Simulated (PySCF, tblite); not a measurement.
# C19H18Si: electronic excitations, NMR shifts, part 2 of 2

tblite 0.8.0 and PySCF 2.14.0. Atoms count from 0. The steps go on from the part before.

### 4 NMR shifts: GIAO KT3/pcSseg-1

What the job is given:

```
{"job": {"kind": "nmr", "xc": "KT3", "basis": "pcSseg-1", "pop": false}, "charge": 0, "multiplicity": 1}
C     -4.291052    -1.208131    -1.526938
Si    -4.244546    -0.265142     0.129780
C     -4.984261    -1.324118     1.532301
C     -5.182824     1.389431    -0.007746
C     -2.471402     0.097730     0.539393
C     -1.312480     0.330947     0.800028
C      0.022099     0.631484     1.157063
C      0.262420     1.318598     2.334443
C      1.566364     1.625312     2.704835
C      2.624989     1.251827     1.911148
C      2.426549     0.553925     0.708873
C      1.101400     0.238982     0.326138
C      0.860196    -0.467239    -0.885337
C      1.883989    -0.846546    -1.684004
C      3.233803    -0.551580    -1.341137
C      4.285812    -0.951553    -2.181161
C      5.588949    -0.673195    -1.860723
C      5.876275     0.017504    -0.683035
C      4.863851     0.418549     0.153237
C      3.518285     0.148779    -0.144931
H     -5.308979    -1.448582    -1.820861
H     -3.739372    -2.141484    -1.462999
H     -3.848866    -0.620798    -2.326454
H     -4.441409    -2.257205     1.649795
H     -6.025152    -1.570112     1.340673
H     -4.940647    -0.797576     2.481103
H     -4.755019     2.023353    -0.778718
H     -6.230674     1.236326    -0.251377
H     -5.141267     1.939440     0.927750
H     -0.569535     1.611846     2.957273
H      1.746744     2.162183     3.624913
H      3.622917     1.507330     2.229987
H     -0.164540    -0.691377    -1.145699
H      1.697628    -1.382851    -2.604133
H      4.048484    -1.486017    -3.090252
H      6.391323    -0.984536    -2.512825
H      6.902502     0.238533    -0.428216
H      5.121241     0.950352     1.055628
```

Method: GIAO KT3/pcSseg-1 NMR shielding, non-relativistic, gas phase.

Standard output:

```text
start: PBE on a coarse grid of 31777 points
cycle   1  E = -1022.7256467103  dE =  2.751e+00  |g| = 1.012e+00  |ddm| = 7.106e+00
cycle   2  E = -1022.4754203228  dE =  2.502e-01  |g| = 1.384e+00  |ddm| = 2.820e+00
cycle   3  E = -1022.9680810153  dE = -4.927e-01  |g| = 3.585e-01  |ddm| = 1.752e+00
cycle   4  E = -1023.0001345298  dE = -3.205e-02  |g| = 1.237e-01  |ddm| = 4.217e-01
cycle   5  E = -1023.0038173169  dE = -3.683e-03  |g| = 3.407e-02  |ddm| = 1.402e-01
cycle   6  E = -1023.0040810708  dE = -2.638e-04  |g| = 1.415e-02  |ddm| = 6.477e-02
cycle   7  E = -1023.0041211397  dE = -4.007e-05  |g| = 8.186e-03  |ddm| = 2.447e-02
final grid: 290304 points
cycle   8  E = -1038.7996966568  dE = -5.046e-02  |g| = 1.245e-01  |ddm| = 1.667e+00
cycle   9  E = -1038.7990547557  dE =  6.419e-04  |g| = 9.014e-02  |ddm| = 2.223e-01
cycle  10  E = -1038.7980297797  dE =  1.025e-03  |g| = 9.535e-02  |ddm| = 2.168e-01
cycle  11  E = -1038.8007559578  dE = -2.726e-03  |g| = 7.990e-03  |ddm| = 1.198e-01
cycle  12  E = -1038.8007699229  dE = -1.397e-05  |g| = 3.851e-03  |ddm| = 1.232e-02
cycle  13  E = -1038.8007743018  dE = -4.379e-06  |g| = 1.370e-03  |ddm| = 4.995e-03
cycle  14  E = -1038.8007740919  dE =  2.098e-07  |g| = 3.894e-04  |ddm| = 1.715e-03
cycle  15  E = -1038.8007718406  dE =  2.251e-06  |g| = 1.306e-04  |ddm| = 7.115e-04
cycle  16  E = -1038.8007736236  dE = -1.783e-06  |g| = 5.770e-05  |ddm| = 3.403e-04
converged SCF energy = -1038.8007736236

GIAO shielding tensors (ppm)
atom      isotropic    diamagn.    paramagn.     s11        s22        s33       span
  0 C      183.588     256.159     -72.571    178.032    182.003    190.728     12.695
  1 Si     383.907     890.569    -506.661    360.952    394.919    395.852     34.901
  2 C      183.352     252.999     -69.647    178.610    181.030    190.416     11.807
  3 C      183.334     253.009     -69.675    178.558    180.998    190.447     11.889
  4 C       86.342     270.143    -183.801     15.922     31.912    211.191    195.269
  5 C       80.487     253.115    -172.628    -13.779     -3.934    259.175    272.954
  6 C       70.203     263.124    -192.921     -5.178     61.345    154.442    159.621
  7 C       57.908     247.641    -189.733    -38.444     50.519    161.649    200.094
  8 C       65.310     257.329    -192.019    -32.632     56.650    171.912    204.544
  9 C       68.736     248.330    -179.593    -23.632     55.207    174.635    198.267
 10 C       62.800     250.504    -187.704     -9.891     16.317    181.973    191.864
 11 C       59.628     257.517    -197.890     -7.608      1.274    185.217    192.825
 12 C       64.398     255.751    -191.353    -26.166     56.242    163.118    189.285
 13 C       62.157     256.726    -194.569    -27.195     61.198    152.468    179.663
 14 C       60.513     256.731    -196.219     -9.784      3.983    187.338    197.122
 15 C       62.019     240.114    -178.095    -28.740     57.494    157.302    186.042
 16 C       64.255     252.571    -188.316    -34.339     54.572    172.530    206.869
 17 C       64.542     248.642    -184.100    -33.589     55.688    171.526    205.114
 18 C       68.824     239.973    -171.150    -26.529     57.216    175.784    202.312
 19 C       62.499     242.495    -179.996    -10.375     16.331    181.542    191.917
 20 H       31.581      27.180       4.401     27.110     29.024     38.611     11.501
 21 H       31.243      36.577      -5.335     27.545     29.010     37.173      9.628
 22 H       31.240      36.651      -5.411     27.536     29.011     37.172      9.636
 23 H       31.335      34.395      -3.060     27.479     29.391     37.135      9.656
 24 H       31.607      24.979       6.628     27.503     28.740     38.577     11.073
 25 H       31.315      31.794      -0.478     27.182     29.101     37.663     10.481
 26 H       31.334      34.505      -3.171     27.479     29.389     37.136      9.657
 27 H       31.608      25.026       6.582     27.504     28.738     38.581     11.077
 28 H       31.317      31.842      -0.524     27.186     29.102     37.664     10.478
 29 H       23.878      36.876     -12.998     18.926     23.817     28.891      9.965
 30 H       24.137      30.613      -6.476     19.409     25.785     27.217      7.808
 31 H       23.061      36.751     -13.691     15.853     24.419     28.910     13.057
 32 H       23.239      38.731     -15.492     16.038     23.529     30.151     14.113
 33 H       23.982      37.503     -13.521     18.462     24.679     28.804     10.343
 34 H       23.915      32.479      -8.564     18.818     24.500     28.427      9.609
 35 H       24.105      26.399      -2.295     19.809     25.541     26.963      7.154
 36 H       24.044      26.106      -2.062     19.382     25.487     27.261      7.879
 37 H       23.024      35.769     -12.744     15.789     23.978     29.305     13.516
```

It took 52 s on 1 thread of Arm Neoverse V1, shared host; peak memory 0.62 GiB.

The references, computed at this level on geometries of the same kind, shield at (ppm): 1H TMS 31.76, 13C TMS 184.7, 29Si TMS 361.7. Their shielding less the atom's gives the shift. The references are single molecules in the gas phase. Atoms listed in one row are averaged.

| atoms | environment | σ (ppm) | δ (ppm) |
| --- | --- | --- | --- |
| C7 | aromatic CH | 57.9 | 126.8 |
| C11 | ring-fusion aromatic carbon | 59.6 | 125.1 |
| C14 | ring-fusion aromatic carbon | 60.5 | 124.2 |
| C15 | aromatic CH | 62.0 | 122.7 |
| C13 | aromatic CH | 62.2 | 122.6 |
| C19 | ring-fusion aromatic carbon | 62.5 | 122.2 |
| C10 | ring-fusion aromatic carbon | 62.8 | 121.9 |
| C16 | aromatic CH | 64.3 | 120.5 |
| C12 | aromatic CH | 64.4 | 120.3 |
| C17 | aromatic CH | 64.5 | 120.2 |
| C8 | aromatic CH | 65.3 | 119.4 |
| C9 | aromatic CH | 68.7 | 116.0 |
| C18 | aromatic CH | 68.8 | 115.9 |
| C6 | substituted aromatic carbon | 70.2 | 114.5 |
| C5 | alkyne carbon | 80.5 | 104.2 |
| C4 | alkyne carbon | 86.3 | 98.4 |
| C0, C2, C3 | methyl carbon bonded to Si | 183.4 | 1.3 |
| H37 | hydrogen on an aromatic CH | 23.02 | 8.74 |
| H31 | hydrogen on an aromatic CH | 23.06 | 8.70 |
| H32 | hydrogen on an aromatic CH | 23.24 | 8.52 |
| H29 | hydrogen on an aromatic CH | 23.88 | 7.88 |
| H34 | hydrogen on an aromatic CH | 23.91 | 7.85 |
| H33 | hydrogen on an aromatic CH | 23.98 | 7.78 |
| H36 | hydrogen on an aromatic CH | 24.04 | 7.72 |
| H35 | hydrogen on an aromatic CH | 24.10 | 7.66 |
| H30 | hydrogen on an aromatic CH | 24.14 | 7.62 |
| H20, H21, H22, H23, H24 and 4 more | hydrogen on a methyl carbon bonded to Si | 31.40 | 0.36 |
| Si1 | silicon bonded to 4 C | 383.9 | -22.2 |

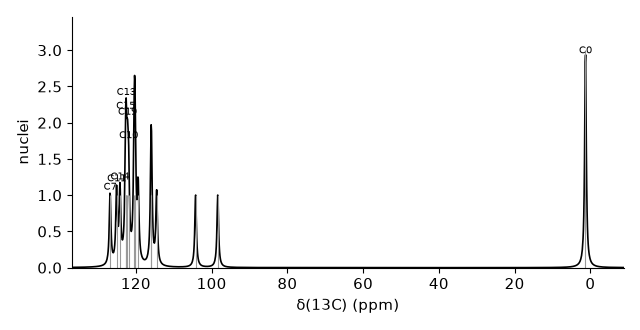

13C lines at the computed shifts, without couplings. Lines are broadened to a width of 0.50 ppm (Lorentzian).

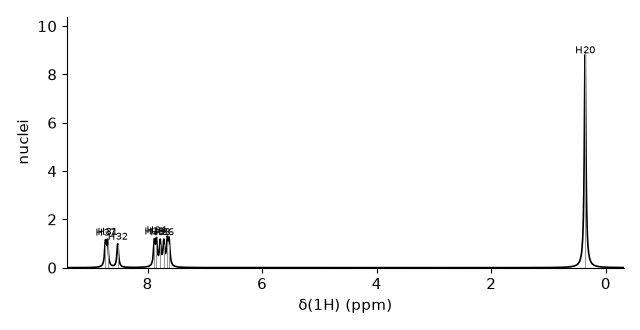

1H lines at the computed shifts, without couplings. Lines are broadened to a width of 0.03 ppm (Lorentzian).

Ring of atoms C6, C7, C8, C9, C10, C11: NICS(0) -8.5, NICS(1) -10.8, NICS(1)zz -25.4 ppm (means of both faces).

Ring of atoms C10, C11, C12, C13, C14, C19: NICS(0) -6.1, NICS(1) -9.3, NICS(1)zz -20.2 ppm (means of both faces).

Ring of atoms C14, C15, C16, C17, C18, C19: NICS(0) -9.1, NICS(1) -11.6, NICS(1)zz -28.6 ppm (means of both faces).

### 5 Summary of results

The summary covers parts 1 to 2.

| quantity | value |
| --- | --- |
| lowest singlet (PBE0/def2-SVP) | 3.97 eV (312 nm), f = 0.031 |
| brightest single state of those computed | state 6, 5.03 eV, f = 0.456 |
| lowest triplet | 2.84 eV |
| surface potential, least and greatest | -0.83 V and 0.96 V |
| 13C shifts against TMS (KT3/pcSseg-1) | 126.8, 125.1, 124.2, 122.7, 122.6, 122.2, 121.9, 120.5, 120.3, 120.2, 119.4, 116.0, 115.9, 114.5 ppm and more |
| 1H shifts against TMS (KT3/pcSseg-1, means over atoms taken as alike) | 8.74, 8.70, 8.52, 7.88, 7.85, 7.78, 7.72, 7.66, 7.62, 0.36 ppm |
| 29Si shifts against TMS (KT3/pcSseg-1) | -22.2 ppm |

The lowest singlet, at 3.97 eV, is HOMO→LUMO+1 0.41, HOMO−1→LUMO 0.38 and is weak; of the 6 states computed, the strongest absorption comes from state 6 at 5.03 eV (the last computed, so partners may be missing). The lowest triplet lies 1.14 eV below the lowest singlet. By nearest atom (PBE0/def2-SVP), the HOMO sits on 4 C atoms about 11 % each; C9 9 % and the LUMO on C6, C9 about 13 % each; C4 9 %. At KT3/pcSseg-1: The largest span, 273 ppm, is at C5, where the paramagnetic term is -173 ppm. NICS(1)zz of -25 ppm above the planar ring from C6 marks a diatropic (aromatic) ring current. NICS(1)zz of -20 ppm above the planar ring from C10 marks a diatropic (aromatic) ring current. NICS(1)zz of -29 ppm above the planar ring from C14 marks a diatropic (aromatic) ring current.
